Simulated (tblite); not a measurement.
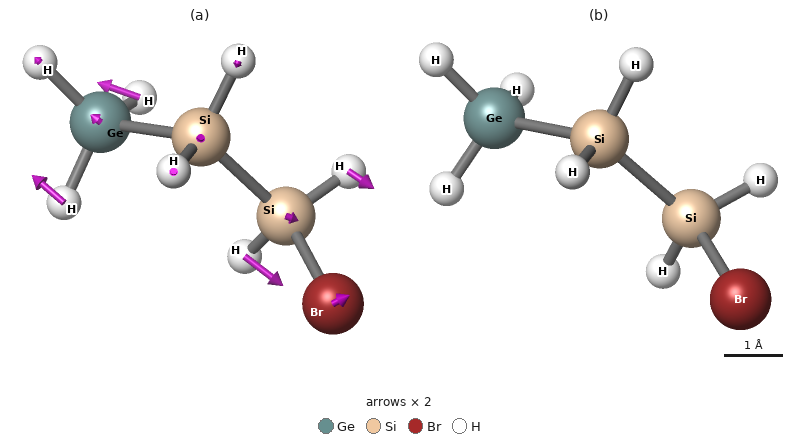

The structure of GeSi₂H₇Br before (left) and after (right) a relaxation, at one scale. The purple arrows give the displacements, magnified 2 times.

A ball-and-stick model, seen from a free direction.

Theory: GFN2-xTB geometry optimisation, gas phase in tblite. 

### What changed between the two?

Over 50 geometry steps the energy falls by 0.322 eV. An H atom moves most after the best rigid fit: 0.43 Å. Largest moves by element: H 0.43 Å, Br 0.17 Å, Si 0.12 Å, Ge 0.12 Å. Some distances before and after: Si–Si 2.251 → 2.322 Å, Ge–H 1.545 → 1.496 Å, H–Si 1.483 → 1.462 Å, Ge–Si 2.313 → 2.334 Å. Among the angles between lasting bonds that change: Br–Si–H 111.4° → 102.3°, Si–Ge–H 106.0° → 115.1°, Si–Ge–H 105.0° → 113.6°.
